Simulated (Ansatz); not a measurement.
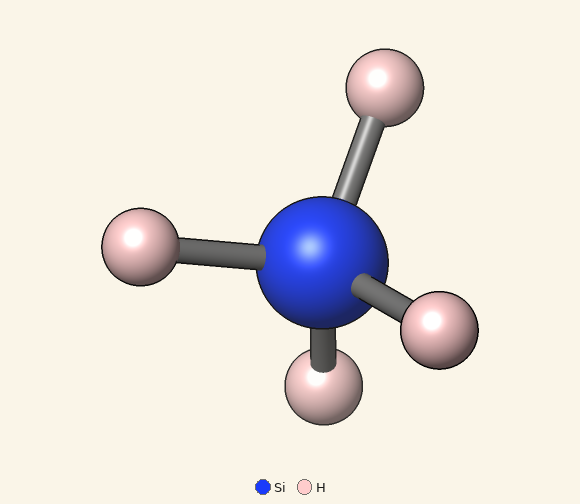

Rendered structure (ball-and-stick style). Every bond is drawn as one stick, whatever its order.

The geometry was computed by an optimisation with PBE0-D4/def2-TZVP.

Description:

Formula SiH4. This geometry has Td symmetry. Coordination: 1 Si tetrahedral.

The parts below concern this one geometry. Atoms keep their numbers from picture to picture.

Thermal motion

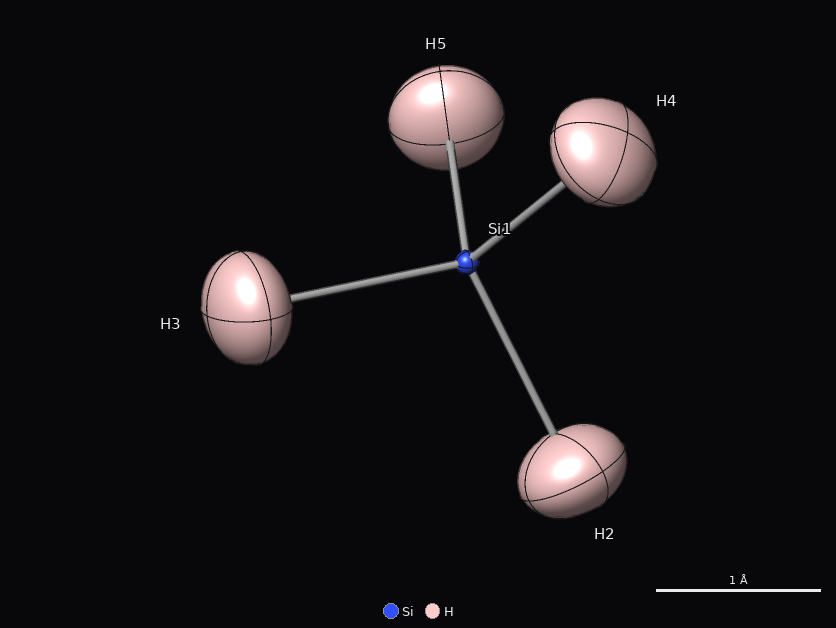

Displacement ellipsoids at the 50 % level, enlarged 2 times, from the internal vibrations of the free molecule (harmonic, no overall translation or rotation; no half-axis is drawn under 0.075 Å). Vibrations computed with RKS PBE0-D4/def2-TZVP (Ansatz 0.2.0). Temperature: 600 K.

Which atom moves most?

H2, H3, H4, H5, with U_eq = 0.0112 Å².

Does H3 move more along its bond or across it?

Across it: the root-mean-square amplitude is 0.085 Å along the bond and up to 0.115 Å across, since bending and torsion are softer than stretching.

Give the displacement parameters, one line for each set of equivalent atoms.

| atom | U_eq (Å²) | rms amplitudes (Å) |
| --- | --- | --- |
| Si1 | 0.00008 | 0.009, 0.009, 0.009 |
| H2, H3, H4, H5 | 0.0112 | 0.085, 0.115, 0.115 |

Vibrations

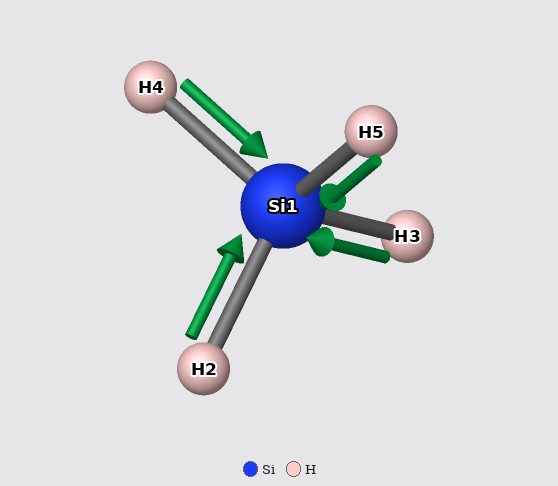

The arrows show one normal mode. Harmonic vibrations computed with RKS PBE0-D4/def2-TZVP (Ansatz 0.2.0) at a stationary point of the same level.

What kind of motion is it?

Mostly in-phase stretching of 4 Si–H bonds.

Estimate its harmonic wavenumber.

2235 cm⁻¹; it is mode 6 of 9 counted from the lowest.

Electronic properties

Properties computed with RKS PBE0-D4/def2-TZVPP (Ansatz 0.2.0).

Estimate the LUMO energy (Kohn–Sham orbital).

1.06 eV.

What is the HOMO energy (Kohn–Sham orbital)?

−9.86 eV.

Charges

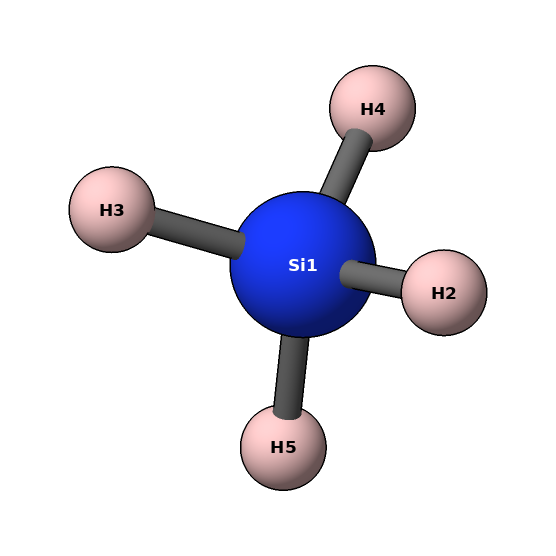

The questions are on Mulliken charges. Properties computed with RKS PBE0-D4/def2-TZVP (Ansatz 0.2.0).

List the Mulliken charges.

```csv
atom,value (e)
Si1,0.07
H2,−0.02
H3,−0.02
H4,−0.02
H5,−0.02
```

Mulliken values depend strongly on the basis set and can even reverse the polarity of a bond.
